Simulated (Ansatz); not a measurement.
**FH₃OSiSn: how energies converge with the basis set**

How large a basis does FH₃OSiSn need? Two functionals are run in growing sets.

Method: one geometry, several basis sets; program: Ansatz 0.2.0, Gaussian basis.

The runs, in order: PBE0-D4/def2-SVP; ωB97M-V/def2-SVP; PBE0-D4/def2-QZVPP; ωB97M-V/def2-QZVPP; the functionals' def2-TZVPP values are taken from earlier runs.

**1. The geometry**

The geometry comes from an earlier relaxation with PBE0-D4 in a triple-zeta def2 set; it is a stationary point, not always the lowest conformer. Sn takes the def2 core potential; no spin-orbit term is included.

SMILES `F[SiH]1[O][SnH2]1`, 7 atoms, charge 0, spin multiplicity 1.

Atoms are counted from 1 here; the program's logs count them from 0.

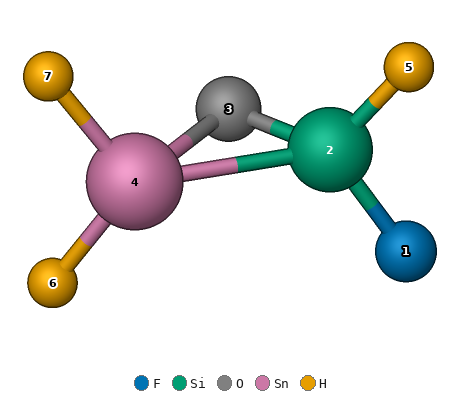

The structure; fluorine blue, silicon teal, oxygen grey, tin pink, hydrogen amber; atoms are numbered from 1 in the order of the file.

**2. PBE0-D4 in def2-SVP**

The input, in.yaml:

```yaml
crystal:
  periodic: [false, false, false]
  atoms:
    - {symbol: F, position_ang: [0.265905, -1.394121, 1.996987]}
    - {symbol: Si, position_ang: [0.652640, -0.865641, 0.551233]}
    - {symbol: O, position_ang: [-0.422944, -1.000563, -0.621619]}
    - {symbol: Sn, position_ang: [-0.414766, 1.142762, -0.375508]}
    - {symbol: H, position_ang: [2.055670, -1.277861, 0.335156]}
    - {symbol: H, position_ang: [-2.033776, 1.550666, -0.013116]}
    - {symbol: H, position_ang: [-0.041531, 1.776858, -1.919033]}
basis:
  gaussian: {orbitals: def2-SVP}
hamiltonian: {xc: pbe0, dispersion: d4}
output: {orbitals: {seedname: orbitals}}
```

On the command line:

```sh
$ ansatz run in.yaml --threads 2 --pin off --events-out ev --progress --plain --max-ram 4352MiB
```

Further steps of the session: ωB97M-V in def2-SVP; PBE0-D4 in def2-QZVPP; ωB97M-V in def2-QZVPP.

Q: Predict the results of all the runs planned. Wanted: PBE0-D4: double and triple zeta above quadruple; ωB97M-V: double and triple zeta above quadruple.

The runs gave:

| quantity | value |
| --- | --- |
| PBE0-D4: double and triple zeta above quadruple | 10.09, 0.62 eV |
| ωB97M-V: double and triple zeta above quadruple | 10.20, 0.58 eV |

**Reading.** For PBE0-D4 the step from double to triple zeta gains 9.47 eV and the next only 0.62 eV. These are total energies; as a rule much of such shifts cancels in differences, which this series doesn't test.
